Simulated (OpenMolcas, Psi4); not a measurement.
**Predicting a hybrid from its neighbours: PbSe**

PbSe: 2 atoms, total charge 0, spin state singlet. As SMILES, `[Se][Pb]`. The shape is that of a PBE0-D4/def2-TZVP optimisation.

The vertical ionisation energy (to the doublet cation) y, in eV, basis def2-TZVPP with a core potential; a is the functional's share of exact exchange. Programs: OpenMolcas 26.06, Psi4 1.11.

| functional | program | a | y (eV) |
| --- | --- | --- | --- |
| BLYP | OpenMolcas | 0 | 8.70 |
| TPSS | OpenMolcas | 0 | 8.73 |
| TPSSh | Psi4 | 0.1 | 8.69 |
| B3LYP | OpenMolcas | 0.2 | 8.77 |
| PBE0 | OpenMolcas | 0.25 | ? |
| BHLYP | OpenMolcas | 0.5 | 9.05 |

Task: Fit y = c + s·a to the known rows and predict PBE0.

Result: 
1. Means of the 5 rows: a = 0.1600, y = 8.788.
2. Σ(Δa)² = 0.172, Σ(Δa·Δy) = 0.1176, so the slope is 0.1176/0.172 = 0.68372.
3. Intercept: 8.788 − (0.68372) × 0.1600 = 8.679. The largest residual of the fit is 0.057.
4. PBE0: 8.679 + (0.68372) × 0.25 = 8.85 eV.

The run gave 8.67 eV, so the prediction is off by +0.18 eV, more than the scatter of the fit. The rows mix families of semi-local functionals, which the line can't see. Spin-orbit coupling is left out.

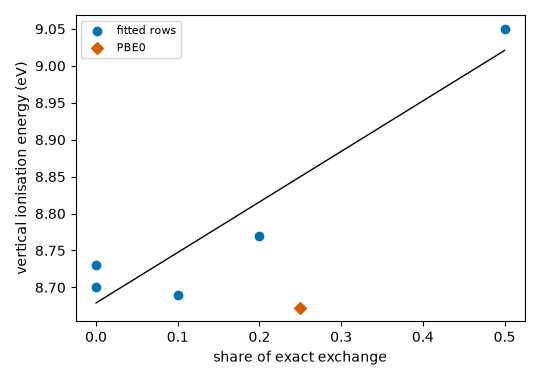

The fitted line, with the withheld row.
